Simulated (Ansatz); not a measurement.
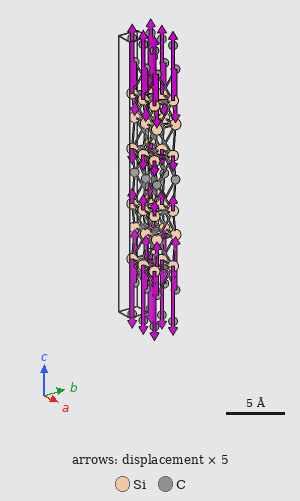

A relaxation of crystalline Si3C2 (a generated structure, set up in P-6m2) (coarse preliminary run). The starting structure is drawn; purple arrows show the displacements (the part carried along by the change of the cell is left out), magnified 5 times.

The picture is a ball-and-stick view of the cell of the calculation, repeated 3 × 2 × 1 with one cell outlined, seen slightly off an axis.

These are results of DFT PBE, scalar-relativistic, plane waves, PAW (Ansatz), not measurements. Settings: plane-wave cutoff 420 eV; k-point mesh 6 × 6 × 1; occupations gaussian; smearing width 0.1 eV; no spin polarisation; cell and atoms relaxed; force threshold 0.04 eV/Å; at most 70 steps.

**Describe the change and its energy.**

The energy falls by 1800 meV per atom in 25 accepted moves (27 points after the start). The largest force component goes from 1.2 to 0.014 eV/Å. The pressure goes from −11.42 to 0.19 GPa. The SCF was repeated twice at an unchanged geometry on a basis and grid sized afresh for the cell, which shifted the energy by 11.5 meV per atom at most. The largest moves relative to the cell, 1.24 Å, are those of Si atoms. By element the largest moves are Si 1.24 Å, C 0.96 Å. The drawn cell changes as follows: a = b 2.593 → 3.000 Å (+15.7 %), c 24.454 → 15.223 Å (−37.7 %); the volume changes by −16.7 %. Among the contacts that change: C–Si 4.891 → 1.802 Å, C–Si 4.891 → 1.879 Å, Si–Si 4.891 → 2.464 Å, C–Si 2.867 → 1.862 Å. New bonds form: C–Si (4.89 → 1.80 Å), C–Si (4.89 → 1.88 Å). The space group stays P-6m2 (No. 187). The run took 2 min on 1 thread of Intel(R) Xeon(R) Processor @ 2.70GHz (shared host), peak memory 0.39 GiB.

Limits of the set-up: the k-point mesh is coarse for a cell with partly filled bands.
